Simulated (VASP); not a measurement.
Band structure of NbAs (relaxed from the wurtzite structure, space group P6_3mc). Method: PBEsol GGA, VASP's PBE PAW potentials (set 64) (plane waves; VASP).

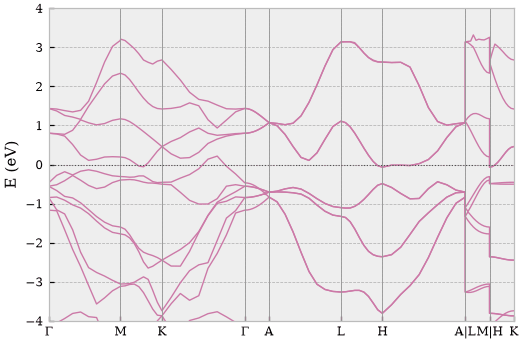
Bands along high-symmetry lines, zero at the valence-band maximum or, without a gap, the Fermi level

Q: Read the plot: is there a gap, and where are the band edges?

A: It has no gap at this level: it comes out as a metal or semimetal. (Edges off the drawn lines would not show.)

The structure was generated: NbAs was put into the wurtzite type (P6_3mc), which need not be its known phase. It was relaxed first, which changed the volume by -43 %.
